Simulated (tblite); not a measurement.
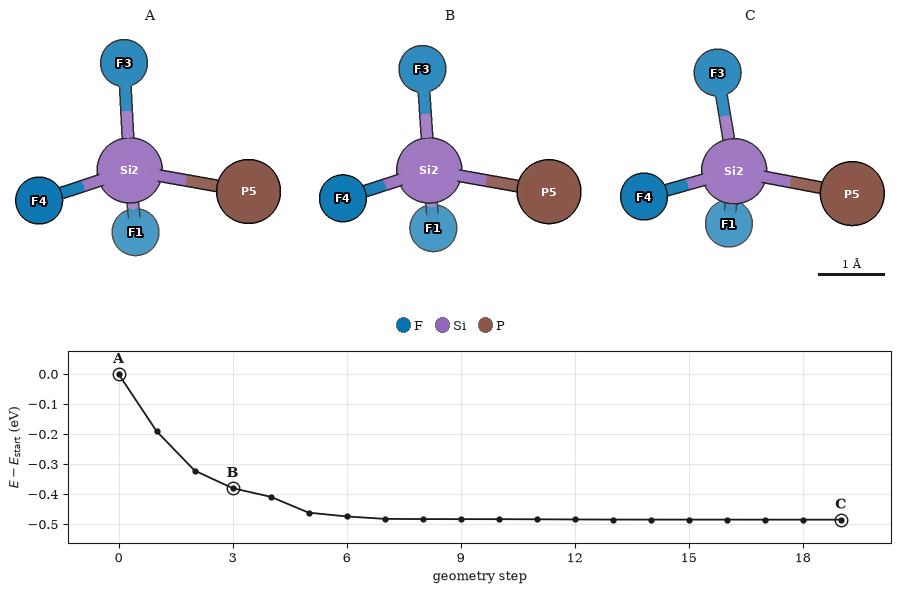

Frames of a relaxation of SiPF3 (multiplicity 3), marked on the history of the run. A ball-and-stick model, seen at a tilt.

Level of theory: GFN2-xTB geometry optimisation, gas phase in tblite. 

Question: Describe the path.

Answer: The largest move after the best rigid fit is that of F3, 0.19 Å. Largest moves by element: F 0.19 Å, P 0.10 Å, Si 0.08 Å. Among the contacts that change: Si2–F4 1.688 → 1.591 Å, Si2–F3 1.678 → 1.592 Å, F1–Si2 1.672 → 1.592 Å, Si2–P5 2.168 → 2.184 Å. Among the angles between lasting bonds that change: F1–Si2–F3 112.2° → 102.7°, F3–Si2–P5 107.4° → 115.6°, F1–Si2–P5 108.0° → 115.6°. Over 19 geometry steps the energy falls by 0.484 eV. Cost: 0.05 s on 1 thread of Arm Neoverse V2 (shared host). From step 0 to 3: F atoms move most (0.10 Å), energy −0.380 eV. From step 3 to 19: F3 moves most (0.11 Å), energy −0.105 eV.
